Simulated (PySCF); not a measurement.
```xyz
2

In    0.0000    0.0000   -1.5315
In    0.0000    0.0000    1.5315
```

Core potentials replace the inner electrons of In.

Method: PBE0/cc-pVDZ(-PP), non-relativistic Hamiltonian with scalar-relativistic core potentials where named, at a bond length of 3.063 Å in PySCF 2.14.0.

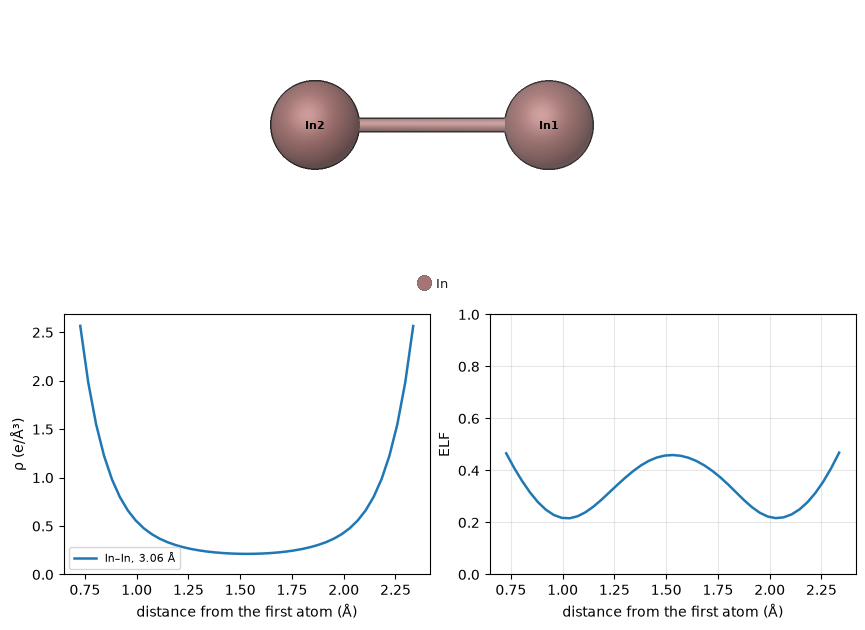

In$_{2}$ (triplet). Electron density and electron localisation function along straight lines between neighbouring atoms. The curves leave out the atomic cores. The structure is drawn too.

What can be read from the curves?

Answer. In–In (3.06 Å): the density is about 0.21 e/Å³ at the midpoint; the ELF is about 0.45 at the midpoint.
